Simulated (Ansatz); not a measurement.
**AlH$_{3}$OSi: density, localisation and related maps**

Input

```
crystal:
  periodic: [false, false, false]
  atoms:
    - {symbol: Al, position_ang: [0.012765, -1.039946, 0.378115]}
    - {symbol: O, position_ang: [-1.244939, -0.285256, -0.672814]}
    - {symbol: Si, position_ang: [-0.327817, 0.820670, -1.400666]}
    - {symbol: H, position_ang: [-0.010240, -0.574739, 1.881865]}
    - {symbol: H, position_ang: [1.010927, 0.279013, -0.518080]}
    - {symbol: H, position_ang: [0.587474, -2.407282, -0.149440]}
basis:
  gaussian: {orbitals: def2-TZVPD}
output: {forces: true, orbitals: {seedname: orbitals}}
hamiltonian: {xc: pbe0}
```

Command:

```sh
ansatz run input.yaml --threads 2 --pin off --max-ram 4350MiB --events-out events.jsonl --progress --plain --runs-dir runs
```

Geometry: B3LYP-D4/def2-TZVP.

All numbers below come from isolated molecule in a Gaussian basis; Kohn-Sham density functional theory, functional PBE0 in Ansatz 0.2.0.

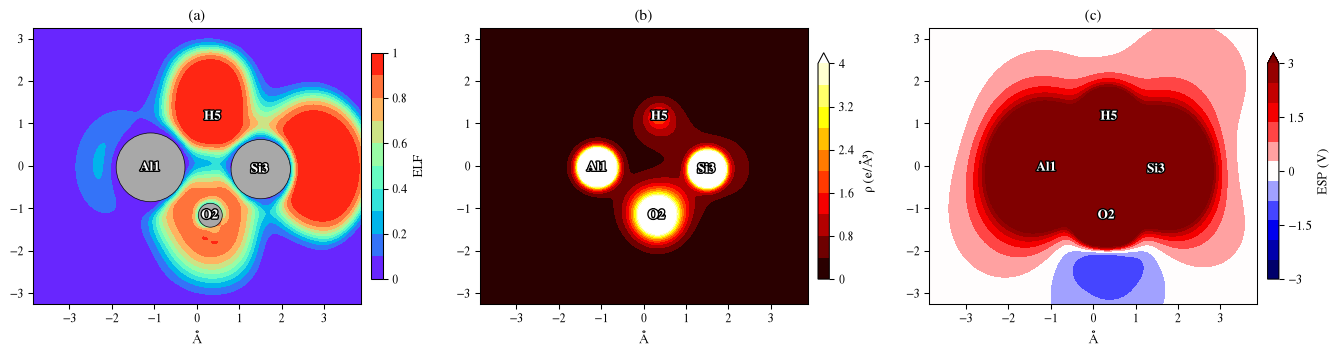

Figure 1. (a) ELF; (b) electron density; (c) electrostatic potential on the plane of atoms Si3, Al1 and H5. Grey discs cover the atomic cores in the ELF map.

Read the bonding off the picture.

Answer.
- Atoms in the plane: Al, O, Si and H.
- Si–O (1.61 Å): the density is about 1.3 e/Å³ at the midpoint; the ELF peaks at about 0.85 between the atoms (a polar covalent bond).
- Al–O (1.80 Å): ρ at the midpoint is about 0.72 e/Å³; the ELF peaks at about 0.85 in the valence shell of O, 0.6 Å from its nucleus, and is about 0.50 at the midpoint.
- Al–Si (2.60 Å): ρ is about 0.4 e/Å³ halfway, with its minimum of 0.31 e/Å³ about 0.9 Å from Al; the ELF is about 0.30 at the midpoint.
- Si–H (1.69 Å): ρ is about 0.56 e/Å³ halfway; the ELF climbs to about 1 towards the hydrogen, as it does in any bond to H.
- The ELF also peaks beside O2 and Si3, away from the bonds: lone-pair regions.
- Outside the dense part of the molecule the potential is most negative (−1.2 V) near O2.

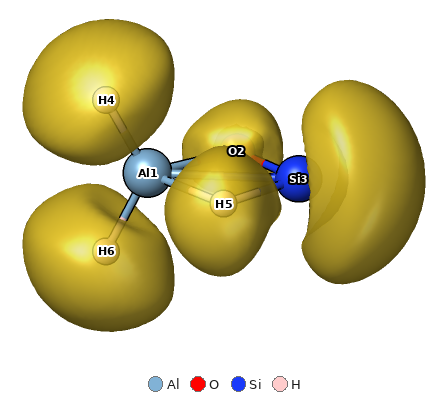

Figure 2. Isosurface of the electron localisation function at 0.75 (yellow), seen at a tilt. Core shells and regions of very low density are left out.

Identify the bonds, lone pairs and shells in this picture.

Answer. At this value the surface marks out three regions around hydrogen nuclei, one lobe on Si, pointing away from the bonds (lone pairs) and one region wrapped around O (its valence shell).

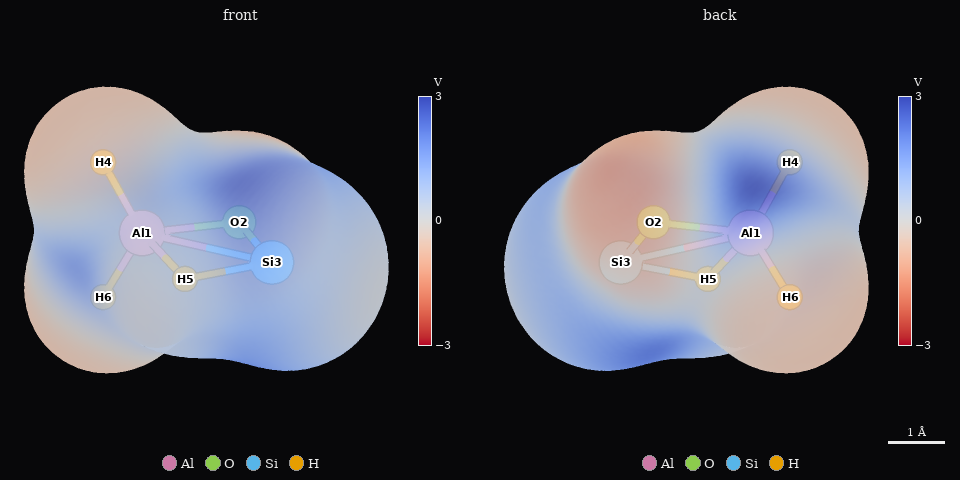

Figure 3. The electrostatic potential painted on the density surface at 0.002 e/bohr³, seen from the front and from behind; red is negative and blue positive.

Which sites attract a positive test charge, and which a negative one?

Answer. A positive charge is drawn to the negative regions and a negative charge to the positive ones. The most negative region (about −1.1 V) lies over O2, the most positive (about +2.6 V) over Al1. O2 is the likeliest acceptor of a hydrogen bond.

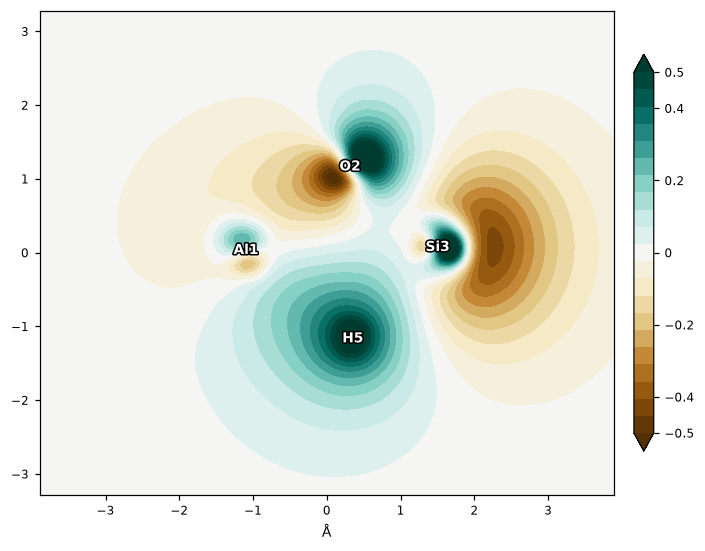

Figure 4. One frontier orbital on the plane of atoms Al1, Si3 and H5 (values in Å⁻³ᐟ²; the overall sign is arbitrary).

Which orbital is it: HOMO or LUMO?

Answer. The HOMO, at −7.80 eV. Its weight (Hirshfeld) is mainly on Si3 (about 60 %), H5 (about 15 %), O2 (about 10 %) and Al1 (about 10 %).
